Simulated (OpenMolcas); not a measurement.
**ZrBr$_{4}$: single-point calculation (part 1 of 2)**

ZrBr$_{4}$, computed with CASPT2/ANO-RCC-VDZ, DKH2 (OpenMolcas 26.06).

The geometry comes from this level: GFN2-xTB.

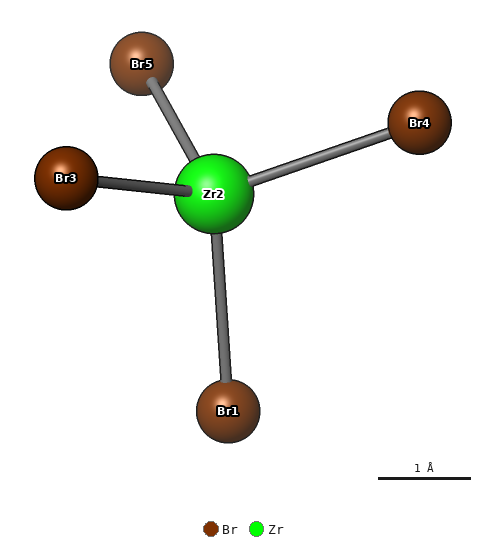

**Figure 1.** The structure as given in the input (ball-and-stick view, seen at a tilt; atoms are numbered from 1 in the order of the input). Sticks mark near contacts. Bond lengths as drawn: Br–Zr 2.48 Å.

### The input
```
* Br4Zr CASPT2

&GATEWAY
 Coord=struct.xyz
 Basis=ANO-RCC-VDZ
 Group=NoSym
 RICD

&SEWARD

&RASSCF
 FileOrb=$CurrDir/step2.RasOrb
 Spin=1
 Nactel=4 0 0
 Inactive=88
 Ras2=4
 OrbListing=Nothing
 OrbAppear=Compact

&CASPT2
 Imaginary=0.2
```

### File struct.xyz
```
5

Br    -1.238400    -0.673520     2.045680
Zr    -0.000820     0.001370     0.000140
Br     2.371580    -0.711010     0.193630
Br    -1.029330    -1.087320    -1.982430
Br    -0.103020     2.470490    -0.257020
```

Launch command:
```bash
export MOLCAS_MEM=1860
pymolcas step3.inp > step3.log
```

### The program's output
```
--- Start Module: gateway ---

                                              &GATEWAY

                       available to each process: 1.9 GB of memory, 1 thread

++    Symmetry information:
      ---------------------

                    Character Table for C1

                             E
                    a        1  x, y, xy, Rz, z, xz, Ry, yz, Rx, I
--

++    Basis set information:
      ----------------------

      Basis set label: BR.ANO-RCC...5S4P1D.

      Electronic valence basis set:
      ------------------
      Associated Effective Charge  35.000000 au
      Associated Actual Charge     35.000000 au
      Nuclear Model: Point charge

      Shell  nPrim  nBasis  Cartesian Spherical Contaminant
         s      20       5        X
         p      17       4        X
         d      11       1                 X

      Basis set label: ZR.ANO-RCC...6S5P3D.

      Electronic valence basis set:
      ------------------
      Associated Effective Charge  40.000000 au
      Associated Actual Charge     40.000000 au
      Nuclear Model: Point charge

      Shell  nPrim  nBasis  Cartesian Spherical Contaminant
         s      21       6        X
         p      18       5        X
         d      13       3                 X

      Basis set label: BR.ANO-RCC...5S4P1D.

      Electronic valence basis set:
      ------------------
      Associated Effective Charge  35.000000 au
      Associated Actual Charge     35.000000 au
      Nuclear Model: Point charge

      Shell  nPrim  nBasis  Cartesian Spherical Contaminant
         s      20       5        X
         p      17       4        X
         d      11       1                 X
--

++    Molecular structure info:
      -------------------------

                    ************************************************
                    **** Cartesian Coordinates / bohr, angstrom ****
                    ************************************************

     Center  Label                x              y              z                     x              y              z
        1      BR1             -2.340237      -1.272768       3.865775             -1.238400      -0.673520       2.045680
        2      ZR2             -0.001550       0.002589       0.000265             -0.000820       0.001370       0.000140
        3      BR3              4.481637      -1.343614       0.365908              2.371580      -0.711010       0.193630
        4      BR4             -1.945152      -2.054737      -3.746250             -1.029330      -1.087320      -1.982430
        5      BR5             -0.194680       4.668549      -0.485697             -0.103020       2.470490      -0.257020

                    ***************************************
                    *    InterNuclear Distances / bohr    *
                    ***************************************

               1 BR1           2 ZR2           3 BR3           4 BR4           5 BR5
    1 BR1      0.000000
    2 ZR2      4.694482        0.000000
    3 BR3      7.667597        4.695201        0.000000
    4 BR4      7.662277        4.695375        7.662842        0.000000
    5 BR5      7.670592        4.695173        7.664155        7.674499        0.000000

                    *******************************************
                    *    InterNuclear Distances / angstrom    *
                    *******************************************

               1 BR1           2 ZR2           3 BR3           4 BR4           5 BR5
    1 BR1      0.000000
    2 ZR2      2.484213        0.000000
    3 BR3      4.057518        2.484594        0.000000
    4 BR4      4.054702        2.484686        4.055001        0.000000
    5 BR5      4.059103        2.484578        4.055696        4.061170        0.000000
--

            Nuclear Potential Energy           2151.39860701 au

--- Stop Module: gateway /rc=_RC_ALL_IS_WELL_ ---
--- Module gateway spent 7 seconds ---

--- Start Module: seward ---

                                              &SEWARD

                       available to each process: 1.9 GB of memory, 1 thread

               SEWARD will generate:
                  Multipole Moment integrals up to order  2
                  Kinetic Energy integrals
                  Nuclear Attraction integrals (point charge)
                  One-Electron Hamiltonian integrals
                  Velocity integrals
                  Relativistic Douglas-Kroll-Hess integrals:
                    - Parametrization         : EXP
                    - DKH order of Hamiltonian: 2
                    - DKH order of Properties : 0
                         - multipole moment operators
                         - electric potential operators
                         - contact operators
                  Orbital angular momentum around ( -0.0000   0.0001   0.0000 )
                  Velocity quadrupole around ( -0.0000   0.0001   0.0000 )
                  Atomic mean-field integrals
                  RI decomposed two-electron repulsion integrals stored Cholesky style
                   - acCD auxiliary basis
                   - CD Threshold:   1.00E-04

                   Integrals are discarded if absolute value <: 1.00E-14
                   Integral cutoff threshold is set to       <: 1.00E-16

            Nuclear Potential Energy           2151.39860701 au

      Basis set specifications :
      Symmetry species         a
      Basis functions          124

--- Stop Module: seward /rc=_RC_ALL_IS_WELL_ ---
--- Module seward spent 8 seconds ---

--- Start Module: rasscf ---

                                              &RASSCF

                       available to each process: 1.9 GB of memory, 1 thread

      Header of the ONEINT file:
      --------------------------

      OrdInt status: non-squared

      Cartesian coordinates in angstrom:
      -----------------------------------------------------
      No.  Label        X            Y            Z
      -----------------------------------------------------
       1   BR1       -1.23840000  -0.67352000   2.04568000
       2   ZR2       -0.00082000   0.00137000   0.00014000
       3   BR3        2.37158000  -0.71101000   0.19363000
       4   BR4       -1.02933000  -1.08732000  -1.98243000
       5   BR5       -0.10302000   2.47049000  -0.25702000
      -----------------------------------------------------
      Nuclear repulsion energy = 2151.39860701

++    Wave function specifications:
      -----------------------------

      Number of closed shell electrons         176
      Number of electrons in active shells       4
      Max number of holes in RAS1 space          0
      Max nr of electrons in RAS3 space          0
      Number of inactive orbitals               88
      Number of active orbitals                  4
      Number of secondary orbitals              32
      Spin quantum number                      0.0
      State symmetry                             1
--

++    Orbital specifications:
      -----------------------

      Symmetry species                           1
                                                 a
      Frozen orbitals                            0
      Inactive orbitals                         88
      Active orbitals                            4
      RAS1 orbitals                              0
      RAS2 orbitals                              4
      RAS3 orbitals                              0
      Secondary orbitals                        32
      Deleted orbitals                           0
      Number of basis functions                124
--

++    CI expansion specifications:
      ----------------------------

      Number of CSFs                            20
      Number of spin combinations               21
      Number of determinants                    36
      Number of root(s) required                 1
      Root chosen for geometry opt.              1
      CI root used                               1

      highest root included in the CI            1
      max. size of the explicit Hamiltonian     20
--

++    Optimization specifications:
      ----------------------------

      RASSCF algorithm: LK RI/DF
      Maximum number of macro iterations       200
      Maximum number of SX iterations          100
      Threshold for RASSCF energy            1.000E-08
      Threshold for max MO rotation          1.000E-01
      Threshold for max BLB element          1.000E-04
      Level shift parameter                  5.000E-01
      Make Quasi-Newton update
--

      The MO-coefficients are taken from the file:
      step2.RasOrb
      Title: RASSCF average (pseudo-natural) orbitals

      Total molecular charge    0.00

      ************************************************************************************************************************
      *                                            Wave function control section                                             *
      ************************************************************************************************************************

                                         RASSCF iterations: Energy and convergence statistics
                                         ----------------------------------------------------

          iter iter root      energy       change     param      element    value   shift minimum  type update hh:mm:ss
 Nr of preliminary CI iterations:   1
      Total energies have been shifted. Add               -14000.00 au
        1   1    5    1   -13.44427914    0.00E+00   3.31E-05   73 122 1  1.03E-05   0.07   0.00    SX    NO    0:00:01
        2   1    4    1   -13.44427915   -4.56E-09  -3.32E-05   89 101 1 -7.63E-06   0.07   0.00    SX    NO    0:00:00
        3   1    4    1   -13.44427915   -3.64E-12   3.33E-05   82  93 1 -4.64E-06   0.07   0.00    SX    NO    0:00:00
        4   1    4    1   -13.44427915   -1.01E-09  -3.34E-05   89 101 1 -3.02E-06   0.07   0.00    SX    NO    0:00:00
      Convergence after  4 iterations
        5   1    4    1   -13.44427915   -1.79E-09  -3.34E-05   89  93 1  2.24E-06   0.07   0.00    SX    NO    0:00:00

      ************************************************************************************************************************
                                                      Wave function printout:
                       occupation of active orbitals, and spin coupling of open shells (u,d: Spin up or down)
      ************************************************************************************************************************

      Note: transformation to natural orbitals
      has been made, which may change the order of the CSFs.

      printout of CI-coefficients larger than  0.05 for root  1
      energy=  -14013.444279
      conf/sym  1111     Coeff  Weight
             1  2200  -0.98942 0.97896
             8  2002   0.07703 0.00593
            10  udud   0.06298 0.00397
            12  0220   0.06501 0.00423
            15  uudd  -0.07718 0.00596

      Natural orbitals and occupation numbers for root  1
      sym 1:   1.980257   1.976891   0.019716   0.023136

      ************************************************************************************************************************
      *                                                    Final results                                                     *
      ************************************************************************************************************************

++    Final optimization conditions:
      ------------------------------

      Average CI energy                          -14013.44427915
      RASSCF energy for state  1                 -14013.44427915
      Super-CI energy                                -0.00000000
      RASSCF energy change                           -0.00000000
      Max change in MO coefficients               3.221E-05
      Max non-diagonal density matrix element    -3.341E-05
      Maximum BLB matrix element                  2.244E-06
      (orbital pair  89,  93 in symmetry   1)
      Norm of electronic gradient            8.931E-06
--

      Final state energy(ies):
      ------------------------

::    RASSCF root number  1 Total energy: -14013.44427915
      Von Neumann Entropy (Root   1) =  0.17087
```
